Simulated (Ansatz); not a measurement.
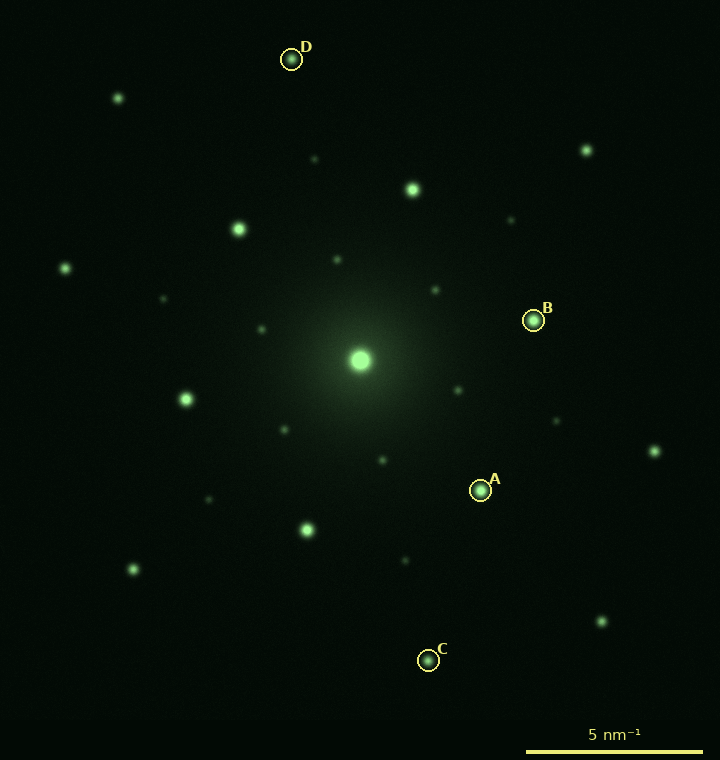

The pattern is a kinematic simulation for 200 kV electrons (no multiple scattering; isotropic B = 0.8 Å²). The zone axis points towards the electron source and the pattern is seen from the source side.

The sample is Cd3C2, space group P-3m1 (No. 164), a = 3.93 Å, c = 5.87 Å (hexagonal axes). Structure: the end point of a relaxation with DFT r2SCAN, scalar-relativistic, plane waves, PAW (Ansatz 0.2.0); the starting structure was generated, so it need not be a known form of this composition.

Spot A is indexed -2 1 0 and spot B -1 -1 0.

Q: Index the other marked spots.

A: C = 2A − B = -3 3 0 (d = 1.135 Å). D = −2A + B = 3 -3 0 (d = 1.135 Å).

Q: Which zone axis is this?

A: The cross product of A and B is parallel to [001]; every spot obeys hu + kv + lw = 0.

Q: What are the spacings of A and B and the angle between them?

A: d(A) = 1.966 Å, d(B) = 1.966 Å, and the angle is 60.0°.
